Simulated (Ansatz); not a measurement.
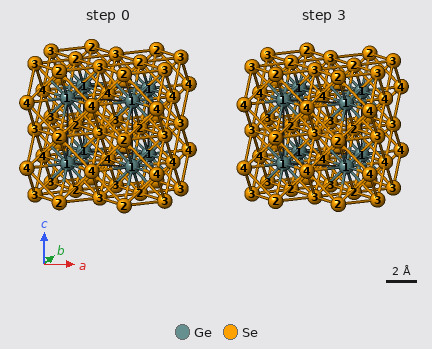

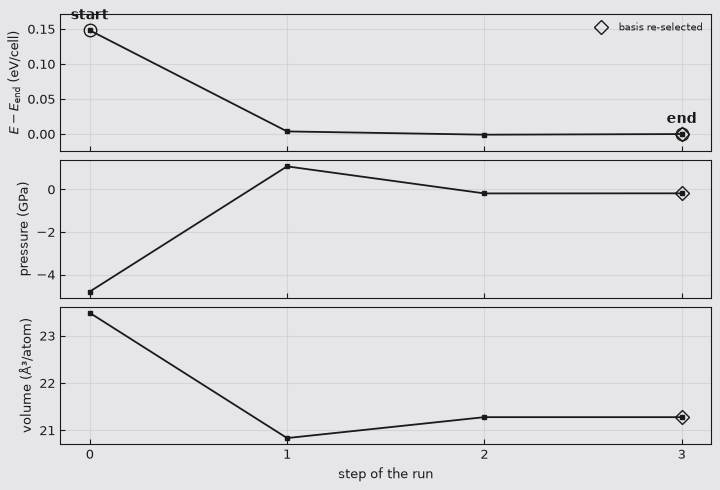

First and last geometry of a relaxation of solid GeSe₃ (built on the Cu3Au (L1_2)_221 type) (coarse preliminary run), with the history of the run. Style: ball-and-stick. Shown: the cell of the calculation, slightly off an axis.

Case: Cu3Au (L1_2) type (Pm-3m, No. 221).

The calculation used DFT PBE, scalar-relativistic, plane waves, PAW (Ansatz 0.2.0).

The input:
```yaml
crystal:
  lattice:
    - [4.5458613554, 0.0, 0.0]
    - [0.0, 4.5458613554, 0.0]
    - [0.0, 0.0, 4.5458613554]
  atoms:
    - { symbol: Ge, position: [0.0, 0.0, 0.0] }
    - { symbol: Se, position: [0.0, 0.5, 0.5] }
    - { symbol: Se, position: [0.5, 0.0, 0.5] }
    - { symbol: Se, position: [0.5, 0.5, 0.0] }
basis:
  ecutwfc: 420
kpoints:
  mp_grid: { grid: [4, 4, 4] }
hamiltonian:
  xc: pbe
scf:
  occupations: { method: gaussian, width: 0.1 }
  lower_state_search: "off"
output:
  forces: true
  stress: true
  eigenvalues: true
relax:
  adjacent_minimum: "off"
  f_tol: 0.04
  max_steps: 70
  cell: { stress_tol: 0.4 }
```

Run as
```bash
ansatz run input.yaml --threads 1 --pin off --max-ram 2560MiB --backend cpu --events-out ev --progress --plain --runs-dir out
```

Did the run converge, and what did it change?

Answer. It converged. After 2 accepted moves (3 points after the start) the energy has fallen by 0.148 eV per cell of the calculation. All forces vanish by symmetry, so only the cell relaxes. Pressure: −4.80 GPa at the start and −0.18 GPa at the end. At 1 point the geometry stayed and the basis and grid were re-selected for the new cell (energy shift of 0.9 meV per cell of the calculation at most each time). The atoms keep their places relative to the cell (all moves are under 0.005 Å). The drawn cell changes as follows: a = b = c 4.546 → 4.399 Å (−3.2 %); the volume changes by −9.4 %. Near-neighbour distances that change, for instance: Se2–Se3 3.214 → 3.110 Å, Ge1–Se2 3.214 → 3.110 Å. The space group stays Pm-3m (No. 221). Cost: 9 s on 1 thread of Arm Neoverse V1, with other jobs on the host, peak memory 0.36 GiB.
